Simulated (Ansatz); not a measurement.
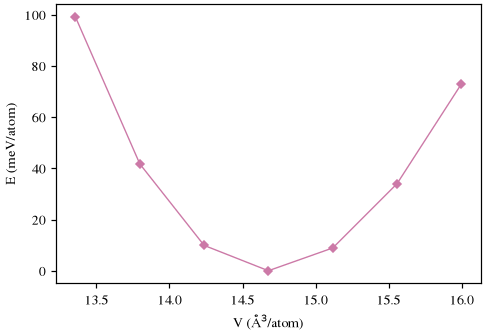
Figure. ScMo3C (anti-perovskite, Pm-3m) under volume change, plane-wave PAW PBEsol (Ansatz code), scaled uniformly.

Question: What does a third-order Birch–Murnaghan fit give for V₀, B₀ and B′?

Answer: V₀ = 14.68 Å³/atom, B₀ = 227 GPa, B′ = 4.1.

The start of the workflow was typed in or built on a structure type; neither database checked (COD, Materials Project) lists it. Its standing as an ambient phase is unchecked. The PBEsol relaxation kept the symmetry of its start; whether a distortion lowers the energy is not shown. No spin polarisation was allowed.

Potentials: the later of the program's two PAW sets.
